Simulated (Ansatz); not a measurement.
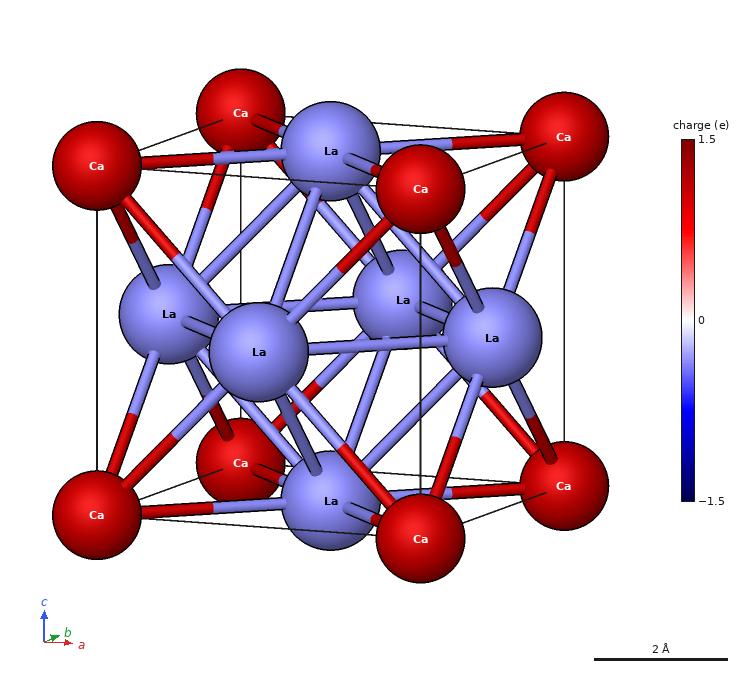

Ball-and-stick representation of a periodic structure, projected slightly off an axis. The frame is the simulation cell; atoms at its boundary are shown with their periodic copies. The atoms of this CaLa3 cell are coloured by their Bader charge.

All computed values are from DFT r2SCAN, scalar-relativistic, plane waves, PAW in Ansatz 0.2.0. Settings: a plane-wave cutoff of 500 eV, a 10×10×10 grid in reciprocal space, Gaussian smearing of 0.1 eV, no spin polarisation.

Q: Which atoms are positive and which negative?

A: Most positive: Ca; most negative: La. Charges: about Ca +1.0 e; La -0.3 e.

It goes back to a structure type filled with these elements by a generator (whether the compound takes this form wasn't checked). Earlier steps of the study may have refined or changed the cell and positions. A calculation with Ansatz used it as input.
